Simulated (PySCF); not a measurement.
# S2F2 (SMILES FSSF) at 5 levels

We compute a comparison of 5 runs (HF/STO-3G, HF/def2-SVP, HF/def2-SVPD, TPSS/STO-3G, PBE0/def2-SVP) of S2F2. Input form: a Python script.

Program for the calculation: PySCF 2.14.0.

### Step 1. The structure to begin with

The species is S2F2 (4 atoms), meant as a singlet with charge 0. As SMILES, `FSSF`. The shape is that of a GFN2-xTB optimisation.

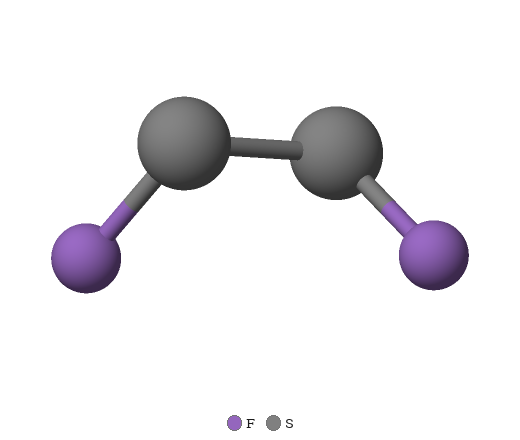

The structure, seen from a chosen angle (fluorine purple, sulfur grey).

### Step 2. Energy and forces at HF/STO-3G (run 1)

calc.py reads:

```python
from pyscf import gto, scf

molecule = gto.Mole()
molecule.atom = 'F -1.807340 -0.221690 -0.627860; S -0.459150 0.805490 -0.623660; S 1.055580 -0.303530 -0.217800; F 1.210900 -0.280260 1.469320'
molecule.spin = 0
molecule.basis = 'sto-3g'
molecule.max_memory = 1860
molecule.verbose = 4
molecule.build()

mf = scf.RHF(molecule)
mf.conv_tol = 1e-10
mf.kernel()
if not mf.converged:
    mf = mf.newton().run(mf.mo_coeff, mf.mo_occ)

energy = mf.e_tot
print(f'total energy: {energy:.8f} hartree')
grad = mf.nuc_grad_method().kernel()
mf.analyze()
```

Launch:

```sh
$ OMP_NUM_THREADS=1 python calc.py
```

Output:

```text
PySCF version 2.14.0

[INPUT] num. atoms = 4
[INPUT] num. electrons = 50
[INPUT] charge = 0
[INPUT] spin (= nelec alpha-beta = 2S) = 0
[INPUT] symmetry False subgroup None
[INPUT] Mole.unit = angstrom
[INPUT] Symbol           X                Y                Z      unit          X                Y                Z       unit  Magmom
[INPUT]  1 F     -1.807340000000  -0.221690000000  -0.627860000000 AA   -3.415377613971  -0.418933384555  -1.186483444569 Bohr   0.0
[INPUT]  2 S     -0.459150000000   0.805490000000  -0.623660000000 AA   -0.867667750094   1.522155496076  -1.178546594846 Bohr   0.0
[INPUT]  3 S      1.055580000000  -0.303530000000  -0.217800000000 AA    1.994757102568  -0.573588570589  -0.411582349930 Bohr   0.0
[INPUT]  4 F      1.210900000000  -0.280260000000   1.469320000000 AA    2.288269364236  -0.529614643671   2.776612389346 Bohr   0.0

nuclear repulsion = 224.834004697258
number of shells = 16
number of NR pGTOs = 84
number of NR cGTOs = 28
basis = sto-3g
ecp = {}

[... 40 lines left out ...]
total energy: -982.33922498 hartree
[... 13 lines left out ...]
One-electron Energy =                -1818.850555056223584
[... 2 lines left out ...]
DFT Exchange-Correlation Energy =      -70.909287466319483
[... 4 lines left out ...]
MO #3   energy= -25.9178461055133  occ= 2
[... 2 lines left out ...]
MO #6   energy= -8.72863761799022  occ= 2
[... 2 lines left out ...]
MO #9   energy= -6.35894716483868  occ= 2
[... 2 lines left out ...]
MO #12  energy= -6.35510957320384  occ= 2
[... 2 lines left out ...]
MO #15  energy= -1.00392048237942  occ= 2
[... 2 lines left out ...]
MO #18  energy= -0.521713530407809 occ= 2
[... 2 lines left out ...]
MO #21  energy= -0.482415259509543 occ= 2
[... 2 lines left out ...]
MO #24  energy= -0.295064645594789 occ= 2
MO #25  energy= -0.289880579246739 occ= 2
MO #26  energy= 0.328994668842341  occ= 0
MO #27  energy= 0.343798188934597  occ= 0
MO #28  energy= 0.382934381020916  occ= 0
 ** Mulliken pop on meta-lowdin orthogonal AOs  **
 ** Mulliken pop  **
pop of  0 F 1s            1.99998
pop of  0 F 2s            1.95390
pop of  0 F 2px           1.48918
pop of  0 F 2py           1.72456
pop of  0 F 2pz           1.99794
pop of  1 S 1s            2.00000
pop of  1 S 2s            1.99980
pop of  1 S 3s            1.83763
pop of  1 S 2px           1.99928
pop of  1 S 2py           1.99952
pop of  1 S 2pz           1.99993
pop of  1 S 3px           0.87222
pop of  1 S 3py           1.22810
pop of  1 S 3pz           1.89814
pop of  2 S 1s            2.00000
pop of  2 S 2s            1.99980
pop of  2 S 3s            1.83764
pop of  2 S 2px           1.99952
pop of  2 S 2py           1.99976
pop of  2 S 2pz           1.99945
pop of  2 S 3px           1.38587
pop of  2 S 3py           1.69037
pop of  2 S 3pz           0.92168
pop of  3 F 1s            1.99998
pop of  3 F 2s            1.95383
pop of  3 F 2px           1.97923
pop of  3 F 2py           1.99428
pop of  3 F 2pz           1.23843
 ** Mulliken atomic charges  **
charge of    0F =     -0.16556
charge of    1S =      0.16539
charge of    2S =      0.16592
charge of    3F =     -0.16575
Dipole moment(X, Y, Z, Debye):  0.30380,  0.24937, -0.42633
```

Wall time 3.6 s (1 thread of Intel Xeon at 2.50GHz (Skylake/Cascade Lake), shared host); peak memory 0.12 GiB.

### Step 3. Energy and gradient at HF/def2-SVP (run 2)

job.py reads:

```python
import pyscf.grad
from pyscf import gto, scf

molecule = gto.Mole()
molecule.atom = '''
F       -1.807340      -0.221690      -0.627860
S       -0.459150       0.805490      -0.623660
S        1.055580      -0.303530      -0.217800
F        1.210900      -0.280260       1.469320
'''
molecule.verbose = 4
molecule.basis = 'def2-svp'
molecule.max_memory = 1860
molecule.spin = 0
molecule.charge = 0
molecule.build()

myscf = scf.RHF(molecule)
myscf.conv_tol = 1e-10
myscf.kernel()
if not myscf.converged:
    myscf = myscf.newton().run(myscf.mo_coeff, myscf.mo_occ)

etot = myscf.e_tot
print('E(%s) = %.9f' % ('HF', etot))
grad = myscf.Gradients().kernel()
myscf.analyze()
```

Launch:

```sh
$ OMP_NUM_THREADS=1 python job.py
```

Output:

```text
PySCF version 2.14.0

[INPUT] num. atoms = 4
[INPUT] num. electrons = 50
[INPUT] charge = 0
[INPUT] spin (= nelec alpha-beta = 2S) = 0
[INPUT] symmetry False subgroup None
[INPUT] Mole.unit = angstrom
[INPUT] Symbol           X                Y                Z      unit          X                Y                Z       unit  Magmom
[INPUT]  1 F     -1.807340000000  -0.221690000000  -0.627860000000 AA   -3.415377613971  -0.418933384555  -1.186483444569 Bohr   0.0
[INPUT]  2 S     -0.459150000000   0.805490000000  -0.623660000000 AA   -0.867667750094   1.522155496076  -1.178546594846 Bohr   0.0
[INPUT]  3 S      1.055580000000  -0.303530000000  -0.217800000000 AA    1.994757102568  -0.573588570589  -0.411582349930 Bohr   0.0
[INPUT]  4 F      1.210900000000  -0.280260000000   1.469320000000 AA    2.288269364236  -0.529614643671   2.776612389346 Bohr   0.0

nuclear repulsion = 224.834004697258
number of shells = 28
number of NR pGTOs = 120
number of NR cGTOs = 64
basis = def2-svp
ecp = {}

[... 43 lines left out ...]
converged SCF energy = -993.43127846425
[... 20 lines left out ...]
MO #1   energy= -92.0636429147785  occ= 2
[... 6 lines left out ...]
MO #8   energy= -6.77991334644106  occ= 2
[... 6 lines left out ...]
MO #15  energy= -1.12834400076198  occ= 2
[... 6 lines left out ...]
MO #22  energy= -0.623158267475619 occ= 2
[... 6 lines left out ...]
MO #29  energy= 0.429810067542963  occ= 0
[... 6 lines left out ...]
MO #36  energy= 0.824850476021509  occ= 0
[... 6 lines left out ...]
MO #43  energy= 1.12892011318227   occ= 0
[... 6 lines left out ...]
MO #50  energy= 1.52150214406586   occ= 0
[... 6 lines left out ...]
MO #57  energy= 3.44697624165659   occ= 0
[... 6 lines left out ...]
MO #64  energy= 3.7382354215119    occ= 0
[... 32 lines left out ...]
pop of  1 S 3dxz          0.00986
pop of  1 S 3dx2-y2       0.01403
pop of  2 S 1s            2.00000
pop of  2 S 2s            1.99998
pop of  2 S 3s            1.76618
pop of  2 S 4s            0.00802
pop of  2 S 2px           1.99998
pop of  2 S 2py           1.99999
pop of  2 S 2pz           1.99993
pop of  2 S 3px           1.35976
pop of  2 S 3py           1.64963
pop of  2 S 3pz           0.68409
pop of  2 S 4px           0.00674
pop of  2 S 4py           0.00328
pop of  2 S 4pz           0.00741
pop of  2 S 3dxy          0.01416
pop of  2 S 3dyz          0.00788
pop of  2 S 3dz^2         0.02019
pop of  2 S 3dxz          0.01136
pop of  2 S 3dx2-y2       0.00799
pop of  3 F 1s            1.99999
pop of  3 F 2s            1.91295
pop of  3 F 3s            0.00279
pop of  3 F 2px           1.97447
pop of  3 F 2py           1.98619
pop of  3 F 2pz           1.56723
pop of  3 F 3px           0.00187
pop of  3 F 3py           0.00182
pop of  3 F 3pz           0.00196
pop of  3 F 3dxy          0.00001
pop of  3 F 3dyz          0.00067
pop of  3 F 3dz^2         0.00252
pop of  3 F 3dxz          0.00075
pop of  3 F 3dx2-y2       0.00001
 ** Mulliken atomic charges  **
charge of    0F =     -0.45319
charge of    1S =      0.45302
charge of    2S =      0.45340
charge of    3F =     -0.45323
Dipole moment(X, Y, Z, Debye):  1.29905,  1.08709, -1.82593
```

Run time: 10 s. Hardware: 1 thread of Intel Xeon at 2.50GHz (Skylake/Cascade Lake), shared host; peak memory 0.14 GiB.

Run 3 isn't shown in full; the table further down has it.

### Step 4. Energy and forces at TPSS/STO-3G (run 4)

job.py reads:

```python
import pyscf.grad
from pyscf import gto, dft

system = gto.Mole()
system.atom = '''
F     -3.415378    -0.418933    -1.186483
S     -0.867668     1.522155    -1.178547
S      1.994757    -0.573589    -0.411582
F      2.288269    -0.529615     2.776612
'''
system.verbose = 4
system.max_memory = 1860
system.basis = 'sto-3g'
system.spin = 0
system.unit = 'bohr'
system.build()

mf = dft.RKS(system, xc='tpss')
mf.grids.level = 5
mf.conv_tol = 1e-10
mf.kernel()
if not mf.converged:
    mf = mf.newton().run(mf.mo_coeff, mf.mo_occ)

etot = mf.e_tot
print('E(%s) = %.9f' % ('TPSS', etot))
grad = mf.Gradients().kernel()
dip = mf.dip_moment()
pop, q = mf.mulliken_pop()
```

Launch:

```sh
$ OMP_NUM_THREADS=1 python job.py
```

Output:

```text
PySCF version 2.14.0

[INPUT] num. atoms = 4
[INPUT] num. electrons = 50
[INPUT] charge = 0
[INPUT] spin (= nelec alpha-beta = 2S) = 0
[INPUT] symmetry False subgroup None
[INPUT] Mole.unit = bohr
[INPUT] Symbol           X                Y                Z      unit          X                Y                Z       unit  Magmom
[INPUT]  1 F     -1.807340204278  -0.221689796502  -0.627859764744 AA   -3.415378000000  -0.418933000000  -1.186483000000 Bohr   0.0
[INPUT]  2 S     -0.459150132245   0.805489737488  -0.623660214398 AA   -0.867668000000   1.522155000000  -1.178547000000 Bohr   0.0
[INPUT]  3 S      1.055579945723  -0.303530227234  -0.217799814825 AA    1.994757000000  -0.573589000000  -0.411582000000 Bohr   0.0
[INPUT]  4 F      1.210899807255  -0.280260188561   1.469319793967 AA    2.288269000000  -0.529615000000   2.776612000000 Bohr   0.0

nuclear repulsion = 224.83401661812
number of shells = 16
number of NR pGTOs = 84
number of NR cGTOs = 28
basis = sto-3g
ecp = {}

[... 54 lines left out ...]
converged SCF energy = -984.334319408913
[... 7 lines left out ...]
0 F     0.0206066145     0.0195270278    -0.0012481259
1 S     0.0522227975    -0.0763977332     0.0188447638
2 S    -0.0729413059     0.0585889035     0.0111046149
3 F     0.0001180171    -0.0016997671    -0.0286982441
----------------------------------------------
Dipole moment(X, Y, Z, Debye):  0.20779,  0.16959, -0.29010
 ** Mulliken pop  **
pop of  0 F 1s            1.99965
pop of  0 F 2s            1.98551
pop of  0 F 2px           1.46881
pop of  0 F 2py           1.69972
pop of  0 F 2pz           1.98463
pop of  1 S 1s            1.99994
pop of  1 S 2s            1.99712
pop of  1 S 3s            1.91702
pop of  1 S 2px           1.97507
pop of  1 S 2py           1.98180
pop of  1 S 2pz           1.99597
pop of  1 S 3px           0.94314
pop of  1 S 3py           1.22259
pop of  1 S 3pz           1.82919
pop of  2 S 1s            1.99994
pop of  2 S 2s            1.99712
pop of  2 S 3s            1.91696
pop of  2 S 2px           1.98438
pop of  2 S 2py           1.99136
pop of  2 S 2pz           1.97709
pop of  2 S 3px           1.36407
pop of  2 S 3py           1.64779
pop of  2 S 3pz           0.98268
pop of  3 F 1s            1.99965
pop of  3 F 2s            1.98549
pop of  3 F 2px           1.94743
pop of  3 F 2py           1.97706
pop of  3 F 2pz           1.22881
 ** Mulliken atomic charges  **
charge of    0F =     -0.13832
charge of    1S =      0.13816
charge of    2S =      0.13861
charge of    3F =     -0.13845
```

Wall time 28 s (1 thread of Intel Xeon at 2.50GHz (Skylake/Cascade Lake), shared host); peak memory 0.35 GiB.

### Step 5. Energy and forces at PBE0/def2-SVP (run 5)

run.py reads:

```python
# Difluorodisulfane
import pyscf.grad
from pyscf import gto, dft

mol = gto.Mole()
mol.atom = '''
F       -1.807340      -0.221690      -0.627860
S       -0.459150       0.805490      -0.623660
S        1.055580      -0.303530      -0.217800
F        1.210900      -0.280260       1.469320
'''
mol.max_memory = 1860
mol.basis = 'def2-svp'
mol.verbose = 3
mol.build()

mf = dft.RKS(mol)
mf.xc = 'pbe0'
mf.grids.level = 5
mf.conv_tol = 1e-10
mf.kernel()
if not mf.converged:
    mf = mf.newton().run(mf.mo_coeff, mf.mo_occ)

etot = mf.e_tot
print(f'total energy: {etot:.8f} hartree')
grad = mf.Gradients().kernel()
dip = mf.dip_moment()
pop, q = mf.mulliken_pop()
```

Launch:

```sh
$ OMP_NUM_THREADS=1 python run.py
```

Output:

```text
converged SCF energy = -995.135763059108
total energy: -995.13576306 hartree
--------------- RKS gradients ---------------
         x                y                z
0 F    -0.0149498482    -0.0133913775    -0.0002824891
1 S     0.0143649352     0.0157882403     0.0015160189
2 S    -0.0001643421    -0.0041875265    -0.0210164657
3 F     0.0007589027     0.0017982289     0.0197841614
----------------------------------------------
Dipole moment(X, Y, Z, Debye):  1.02552,  0.85774, -1.44079
 ** Mulliken pop  **
pop of  0 F 1s            1.99052
pop of  0 F 2s            1.13686
pop of  0 F 3s            0.83534
pop of  0 F 2px           1.00060
pop of  0 F 2py           1.08395
pop of  0 F 2pz           1.20579
pop of  0 F 3px           0.64904
pop of  0 F 3py           0.69345
pop of  0 F 3pz           0.75388
pop of  0 F 3dxy          0.00239
pop of  0 F 3dyz          0.00042
pop of  0 F 3dz^2         0.00084
pop of  0 F 3dxz          0.00079
pop of  0 F 3dx2-y2       0.00121
pop of  1 S 1s            1.99949
pop of  1 S 2s            1.98707
pop of  1 S 3s            1.33488
pop of  1 S 4s            0.55256
pop of  1 S 2px           1.97159
pop of  1 S 2py           1.97418
pop of  1 S 2pz           1.97916
pop of  1 S 3px           0.44348
pop of  1 S 3py           0.53830
pop of  1 S 3pz           0.72854
pop of  1 S 4px           0.38251
pop of  1 S 4py           0.57958
pop of  1 S 4pz           1.00472
pop of  1 S 3dxy          0.06255
pop of  1 S 3dyz          0.01189
pop of  1 S 3dz^2         0.01822
pop of  1 S 3dxz          0.02614
pop of  1 S 3dx2-y2       0.05015
pop of  2 S 1s            1.99949
pop of  2 S 2s            1.98706
pop of  2 S 3s            1.33488
pop of  2 S 4s            0.55238
pop of  2 S 2px           1.97597
pop of  2 S 2py           1.97819
pop of  2 S 2pz           1.97078
pop of  2 S 3px           0.61711
pop of  2 S 3py           0.69461
pop of  2 S 3pz           0.39869
pop of  2 S 4px           0.69708
pop of  2 S 4py           0.89596
pop of  2 S 4pz           0.37361
pop of  2 S 3dxy          0.02400
pop of  2 S 3dyz          0.02983
pop of  2 S 3dz^2         0.06000
pop of  2 S 3dxz          0.04067
pop of  2 S 3dx2-y2       0.01452
pop of  3 F 1s            1.99052
pop of  3 F 2s            1.13684
pop of  3 F 3s            0.83529
pop of  3 F 2px           1.18699
pop of  3 F 2py           1.20049
pop of  3 F 2pz           0.90301
pop of  3 F 3px           0.75129
pop of  3 F 3py           0.75354
pop of  3 F 3pz           0.59142
pop of  3 F 3dxy          0.00002
pop of  3 F 3dyz          0.00117
pop of  3 F 3dz^2         0.00328
pop of  3 F 3dxz          0.00119
pop of  3 F 3dx2-y2       0.00001
 ** Mulliken atomic charges  **
charge of    0F =     -0.35509
charge of    1S =      0.35499
charge of    2S =      0.35516
charge of    3F =     -0.35506
```

Wall time 40 s (1 thread of Intel Xeon at 2.50GHz (Skylake/Cascade Lake), shared host); peak memory 0.63 GiB.

### Step 6. All runs side by side

| run | level | integration grid | energy (Eh) | dipole moment (D) | HOMO energy (eV) | LUMO energy (eV) | wall time |
| --- | --- | --- | --- | --- | --- | --- | --- |
| 1 | HF/STO-3G | – | -982.339225 | 0.58 | -7.89 | 8.95 | 3.6 s |
| 2 | HF/def2-SVP | – | -993.431278 | 2.49 | -11.98 | 2.23 | 10 s |
| 3 | HF/def2-SVPD | – | -993.466077 | 2.15 | -12.08 | 1.22 | 22 s |
| 4 | TPSS/STO-3G | 5 | -984.334319 | 0.40 | -2.00 | 2.85 | 28 s |
| 5 | PBE0/def2-SVP | 5 | -995.135763 | 1.97 | -8.60 | -1.92 | 40 s |

### Step 7. Outcome

```
                       quantity          value
            run 5: total energy  -995.13576 Eh
           run 5: dipole moment         1.97 D
             run 5: HOMO energy       -8.60 eV
             run 5: LUMO energy       -1.92 eV
           run 5: HOMO–LUMO gap        6.68 eV
run 5: largest force on an atom     1.102 eV/Å
```

In words: The dipole moment (its size) runs from 0.40 D (TPSS/STO-3G) to 2.49 D (HF/def2-SVP). The two ends differ in method and basis. The HOMO–LUMO gap runs from 4.85 eV (TPSS/STO-3G) to 16.84 eV (HF/STO-3G). Exact exchange widens orbital gaps. Totals of different functionals can't be ranked against each other. In runs 1, 4 the basis is minimal, so the values are rough. All runs together took 1.7 min, the longest 40 s.
